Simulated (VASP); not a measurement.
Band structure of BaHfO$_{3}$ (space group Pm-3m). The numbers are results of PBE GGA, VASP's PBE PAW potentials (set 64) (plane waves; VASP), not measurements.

Unless said otherwise, spin-orbit coupling is left out, though it shifts the bands of the heavy elements here.

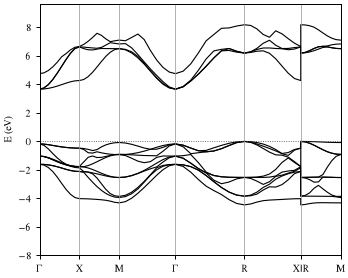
*Bands along high-symmetry lines, zero at the valence-band maximum or, without a gap, the Fermi level*

Q: Read the plot: is there a gap, and where are the band edges?

A: The gap is indirect, 3.67 eV, from the valence maximum at R to the conduction minimum at Γ.

The structure is a typed BaHfO3 crystal. The cell was not relaxed at this level.
